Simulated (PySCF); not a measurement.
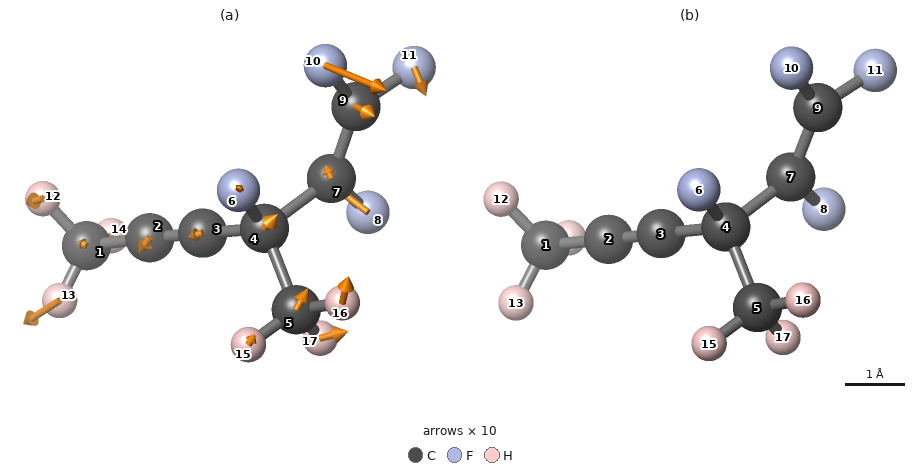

The structure of C₇H₆F₄ before (left) and after (right) a relaxation, at one scale. The orange arrows give the displacements, magnified 10 times.

Style: ball-and-stick. Shown at a tilt.

The start comes from GFN2-xTB. Its atoms were then displaced at random by about 0.01 Å.

These are results of PySCF, PBE0-D3(BJ)/def2-SVP geometry optimisation, gas phase, not measurements. 

### Describe what moved and what it gained.

The atom that moves furthest after the best rigid fit is F10 (0.14 Å). Largest moves by element: F 0.14 Å, H 0.10 Å, C 0.06 Å. Near-neighbour distances that change, for instance: C3–C4 1.406 → 1.468 Å, C1–H13 1.041 → 1.101 Å, C4–F6 1.406 → 1.380 Å, C9–F10 1.324 → 1.304 Å. Among the angles between lasting bonds that change: H13–C1–H14 113.7° → 108.0°, C2–C1–H12 108.0° → 110.7°, C4–C5–H17 107.7° → 110.3°. Over 7 geometry steps the energy falls by 0.213 eV. Cost: 67 s on 2 threads of AMD EPYC 9R14, with other jobs on the host.
